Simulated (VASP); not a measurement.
Energy against volume of ZnSe (zinc blende). Level of theory: SCAN meta-GGA, VASP's PBE PAW potentials (set 64) (plane waves; VASP).

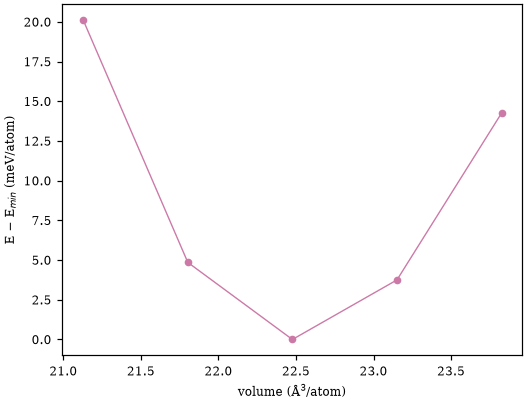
Figure: Energy against volume

Problem. Estimate the equilibrium volume and the bulk modulus.

Solution. The minimum lies near 22.5 Å³/atom, and the curvature gives B0 of about 67 GPa.

Measured: bulk modulus 62.4 GPa (computed value off by +6.7 %), as given by Cormac Toher et al., Physical Review Materials (2017), arXiv:1611.05714; a 5.668 Å (computed value off by -0.4 %), as given by Martin Albrecht et al., Physical review. B, Condensed matter (1997), arXiv:cond-mat/9706128. The calculation is for a static lattice, while the measured bulk modulus, a hold thermal and zero-point effects, which are part of the difference.

The compound is ZnSe in the zinc blende structure. It was relaxed first.
